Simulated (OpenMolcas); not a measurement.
## CH₅OSi (charge −1): single-point calculation (part 2 of 2)

The same run, continued: CH₅OSi, charge −1; B2PLYP/def2-TZVP, RKS (OpenMolcas 26.06). The geometry comes from this level: GFN2-xTB.

Geometry of the input (Å):
```
C  -0.4971  0.9567  -0.2170
O  -0.5995  -0.2119  0.4346
Si 0.4718  -1.4562  -0.1791
H  -0.7574  0.8670  -1.2920
H  0.5289  1.3760  -0.1873
H  -1.1721  1.7090  0.2295
H  1.8075  -0.8536  0.2454
H  0.2180  -2.3871  0.9659
```

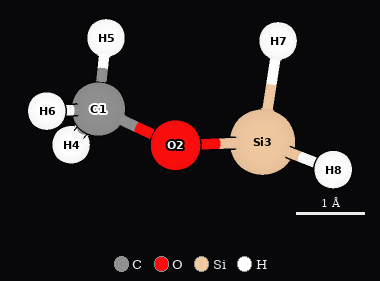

**Figure 1.** The input geometry (ball-and-stick view, seen at a tilt; atoms are numbered from 1 in the order of the input).

The program's output, continued:
```
   9  -405.491473328  -801.129083749   286.469383878  -3.72E-03*   2.66E-03*   3.61E-03*    3.21E-02   1.87E+02   c2DIIS       2.
  10  -405.491477306  -801.016295746   286.356591898  -3.98E-06*   6.26E-03*   8.82E-04*    2.30E-02   1.87E+02   QNRc2DIIS    2.
  11  -405.491472563  -801.135931190   286.476232084   4.74E-06*   3.21E-03*   1.04E-03*    2.50E-02   1.87E+02   QNRc2DIIS    2.
  12  -405.491509552  -801.071359201   286.411623107  -3.70E-05*   2.79E-04*   1.57E-04*    1.30E-02   1.87E+02   QNRc2DIIS    2.
  13  -405.491509852  -801.072355952   286.412619558  -3.00E-07*   4.23E-05*   3.95E-06*    9.39E-04   1.87E+02   QNRc2DIIS    2.
  14  -405.491509853  -801.072671129   286.412934734  -9.27E-10*   8.79E-06    3.80E-06*    3.22E-04   1.87E+02   QNRc2DIIS    2.
  15  -405.491509853  -801.072490244   286.412753849  -1.95E-10*   1.92E-06    3.01E-07*    4.34E-05   1.87E+02   QNRc2DIIS    2.
  16  -405.491509853  -801.072497961   286.412761565  -5.00E-12    1.07E-06    1.06E-07*    1.55E-05   1.87E+02   QNRc2DIIS    2.
  17  -405.491509853  -801.072496778   286.412760383   6.82E-13*   6.91E-08    5.82E-08     8.46E-06   1.87E+02   QNRc2DIIS    2.
  18  -405.491509853  -801.072496297   286.412759902  -1.02E-12    1.72E-08    1.89E-08     6.02E-07   1.87E+02   QNRc2DIIS    2.

       Convergence after  18 Iterations
--

 *****************************************************************************************************************************
 *                                             SCF/KS-DFT Program, Final results                                             *
 *                                                       Final Results                                                       *
 *****************************************************************************************************************************

::    Total KS-DFT energy                            -405.4915098530
      One-electron energy                            -801.0724962969
      Two-electron energy                             286.4127599016
      Nuclear repulsion energy                        109.1682265424
      Kinetic energy (interpolated)                   404.8765680199
      Virial theorem                                    1.0015188378
      Total spin, S(S+1)                                0.0000000000
      Total spin, S                                     0.0000000000
      Max non-diagonal density matrix element           0.0000000149
      Max non-diagonal Fock matrix element              0.0000000028

      All orbitals with orbital energies smaller than  E(LUMO)+0.5 are printed

++    Molecular orbitals:
      -------------------

      Title: RKS-DFT orbitals

      Molecular orbitals for symmetry species 1: a

          Orbital            1         2         3         4         5         6         7         8         9        10
          Energy          -66.9805  -19.5024  -10.4819   -5.3775   -3.6322   -3.6309   -3.6286   -0.9578   -0.5879   -0.4036
          Occ. No.          2.0000    2.0000    2.0000    2.0000    2.0000    2.0000    2.0000    2.0000    2.0000    2.0000

          Orbital           11        12        13        14        15        16        17        18        19        20
          Energy           -0.3438   -0.3366   -0.2754   -0.1816   -0.1657   -0.1431   -0.0041    0.2326    0.2605    0.2866
          Occ. No.          2.0000    2.0000    2.0000    2.0000    2.0000    2.0000    2.0000    0.0000    0.0000    0.0000

          Orbital           21        22        23        24        25        26        27        28        29        30
          Energy            0.2984    0.3194    0.3254    0.3461    0.4024    0.4102    0.4276    0.4640    0.4879    0.5097
          Occ. No.          0.0000    0.0000    0.0000    0.0000    0.0000    0.0000    0.0000    0.0000    0.0000    0.0000

          Orbital           31        32        33        34        35        36        37        38        39
          Energy            0.5397    0.5426    0.5573    0.5866    0.6558    0.6682    0.6895    0.6964    0.7266
          Occ. No.          0.0000    0.0000    0.0000    0.0000    0.0000    0.0000    0.0000    0.0000    0.0000

--

++    Molecular charges:
      ------------------

      Mulliken charges per centre and basis function type
      ---------------------------------------------------

                C1      O2      SI3     H4      H5      H6      H7      H8
      1s       3.1756  3.7548  5.5458  0.9520  0.9352  0.9478  1.2102  1.1932
      2px      1.0044  1.7194  2.5261  0.0041  0.0116  0.0071  0.0044  0.0010
      2pz      0.9310  1.6624  3.2510  0.0126  0.0035  0.0049  0.0023  0.0047
      2py      0.8054  1.2963  2.5380  0.0030  0.0042  0.0072  0.0013  0.0027
      3d2+     0.0142  0.0057  0.0614  0.0000  0.0000  0.0000  0.0000  0.0000
      3d1+     0.0089  0.0035  0.0288  0.0000  0.0000  0.0000  0.0000  0.0000
      3d0      0.0444  0.0043  0.0335  0.0000  0.0000  0.0000  0.0000  0.0000
      3d1-     0.0229  0.0107  0.0765  0.0000  0.0000  0.0000  0.0000  0.0000
      3d2-     0.0471  0.0063  0.0560  0.0000  0.0000  0.0000  0.0000  0.0000
      4f3+     0.0021  0.0002  0.0043  0.0000  0.0000  0.0000  0.0000  0.0000
      4f2+     0.0013  0.0003  0.0057  0.0000  0.0000  0.0000  0.0000  0.0000
      4f1+     0.0004  0.0000  0.0031  0.0000  0.0000  0.0000  0.0000  0.0000
      4f0      0.0011  0.0002  0.0028  0.0000  0.0000  0.0000  0.0000  0.0000
      4f1-     0.0028  0.0003  0.0073  0.0000  0.0000  0.0000  0.0000  0.0000
      4f2-     0.0017  0.0002  0.0073  0.0000  0.0000  0.0000  0.0000  0.0000
      4f3-     0.0015  0.0003  0.0098  0.0000  0.0000  0.0000  0.0000  0.0000
      Total    6.0647  8.4649 14.1572  0.9717  0.9546  0.9670  1.2183  1.2016

      N-E     -0.0647 -0.4649 -0.1572  0.0283  0.0454  0.0330 -0.2183 -0.2016

      Total electronic charge=   34.000000

      Total            charge=   -1.000000
--

++    Molecular properties:
      ---------------------

      Charge (e):
                      =   -1.0000
      Dipole Moment (debye):
      Origin of the operator (angstrom)=   -0.0283   -0.5234   -0.0115
                   X= -1.4238E+00               Y=  3.4876E+00               Z=  3.3688E-01           Total=  3.7820E+00
      Center of Charge (angstrom)
                     X=    0.26813923               Y=   -1.24946460               Z=   -0.08163109
      Quadrupole Moment (debye*angstrom):
      Origin of the operator (angstrom)=   -0.0283   -0.5234   -0.0115
                  XX= -3.5909E+01              XY=  1.8488E+00              XZ=  3.8533E-01              YY= -3.8038E+01
                  YZ= -1.7348E+00              ZZ= -3.8098E+01
      In traceless form (debye*angstrom)
                  XX=  2.1595E+00              XY=  2.7731E+00              XZ=  5.7800E-01              YY= -1.0351E+00
                  YZ= -2.6022E+00              ZZ= -1.1244E+00
--

--- Stop Module: scf /rc=_RC_ALL_IS_WELL_ ---
--- Module scf spent 44 seconds ---

--- Start Module: mbpt2 ---

                                               &MBPT2

                       available to each process: 1.9 GB of memory, 1 thread

 ###############################################################################
 ###    WARNING: MP2 implementation intended for RHF references only         ###
 ###############################################################################
MBPT2 WARNING: Reference function according to RunFile:KS-DFT
I'll assume you know what you're doing and continue

WARNING!
Default frozen orbitals as non valence orbitals is overwritten by user input.
Default values:   4

      Cartesian coordinates in angstrom:
      -----------------------------------------------------
      No.  Label        X            Y            Z
      -----------------------------------------------------
       1   C1        -0.49711000   0.95674000  -0.21697000
       2   O2        -0.59952000  -0.21190000   0.43456000
       3   SI3        0.47177000  -1.45620000  -0.17906000
       4   H4        -0.75745000   0.86705000  -1.29203000
       5   H5         0.52888000   1.37604000  -0.18726000
       6   H6        -1.17213000   1.70905000   0.22947000
       7   H7         1.80755000  -0.85363000   0.24543000
       8   H8         0.21801000  -2.38714000   0.96587000
      -----------------------------------------------------
      Nuclear repulsion energy =  109.16822654

      Contents of RUNFILE file:
      -------------------------

      Symmetry species                           1
                                                 a
      Number of basis functions                129
      Frozen occupied orbitals                   7
      Active occupied orbitals                  10
      Active external orbitals                 112
      Deleted external orbitals                  0

      Reference numbers of frozen occupied orbitals according to the original input sequence
      symmetry species 1                        1  2  3  4  5  6  7

      Energies of the active occupied orbitals

      symmetry species 1                    -0.957817     -0.587943     -0.403616     -0.343816     -0.336605
                                            -0.275371     -0.181567     -0.165688     -0.143115     -0.004130

      Energies of the active external orbitals

      symmetry species 1                     0.232623      0.260458      0.286580      0.298424      0.319432
                                             0.325380      0.346090      0.402433      0.410242      0.427553
                                             0.463991      0.487945      0.509718      0.539729      0.542579
                                             0.557341      0.586554      0.655801      0.668170      0.689465
                                             0.696447      0.726552      0.733234      0.807439      0.825109
                                             0.853995      0.870215      0.896687      0.977063      1.045593
                                             1.122514      1.179345      1.193490      1.270108      1.289510
                                             1.296442      1.309177      1.315730      1.361963      1.374893
                                             1.413562      1.429412      1.445986      1.502908      1.539083
                                             1.619378      1.645770      1.731894      1.752651      1.778967
                                             1.832629      1.842652      1.890136      1.932602      2.032716
                                             2.120101      2.140794      2.154994      2.193588      2.240673
                                             2.255626      2.295769      2.346869      2.393443      2.441815
                                             2.521203      2.594156      2.632202      2.655196      2.690822
                                             2.727492      2.756575      2.823385      2.834545      2.955986
                                             3.018483      3.096423      3.141578      3.227173      3.326049
                                             3.388141      3.430248      3.511777      3.582345      3.629731
                                             3.762725      3.818793      3.899974      3.935776      3.968899
                                             4.477351      4.512817      4.606865      4.782914      5.584650
                                             5.587860      5.794617      5.805359      6.262273      6.352650
                                             6.396515      6.580931      6.659424      6.873245      6.968073
                                             7.084330      7.189655      7.411696      7.437380     11.028796
                                            23.061672     44.538951

      ********************************************************************************************************
      *                                               Results                                                *
      ********************************************************************************************************

 Conventional algorithm used...

       SCF energy                           =     -405.4915098530 a.u.
       Second-order correlation energy      =       -0.6541856730 a.u.

       Total energy                         =     -406.1456955260 a.u.
       Reference weight ( Cref**2 )         =        0.78792

::    Total MBPT2 energy                             -406.1456955260

       Zeroth-order energy (E0)             =     -124.0991567099 a.u.

       Shanks-type energy S1(E)             =     -406.1472199318 a.u.

       Data processing and timing information:

       Section                                              time(sec)
                                                          CPU  Elapsed

      Input data processing                              0.02      0.02
      Transformation of integrals                        0.73      0.81
      MBPT2 calculations (BJAI)                          0.00      0.01
      Total MBPT2 calculations                           0.75      0.84

--- Stop Module: mbpt2 /rc=_RC_ALL_IS_WELL_ ---

.##################.
.# Happy landing! #.
.##################.

    Timing: Wall=50.55 User=41.50 System=9.03
```

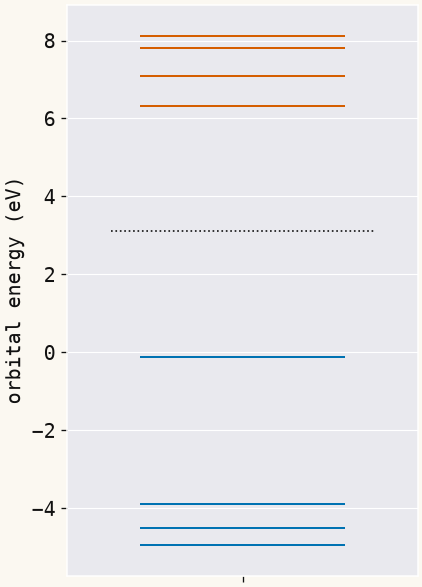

**Figure 2.** Orbital energies near the frontier; the dotted line parts filled from empty levels, and levels within 0.02 eV of each other stand side by side. Highest filled −0.11 eV, lowest empty 6.33 eV, 6.44 eV apart.

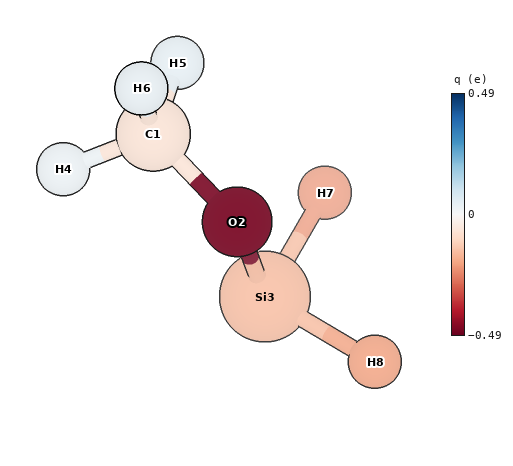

**Figure 3.** Mulliken charges, as the colour of each atom (ball-and-stick view, seen at a tilt; atoms are numbered from 1 in the order of the input). By element: C −0.06, O −0.46, Si −0.16 and H −0.22 to +0.05 e.

Results in brief:

| quantity | value |
| --- | --- |
| outcome | converged |
| total energy | −405.668140 hartree |
| SCF energy | −405.491510 hartree |
| correlation energy | −0.654186 hartree |
| basis functions | 129 |
| HOMO | −0.11 eV |
| LUMO | 6.33 eV |
| hardware | 1 thread of Intel Xeon (Granite Rapids), 64 GiB of memory available, shared host |
| wall time | 51 s |
| peak memory | 0.89 GiB |

Notes:

The record of the run, not the program, notes: the program prints the second-order term unscaled; the energy takes 0.27 of it.
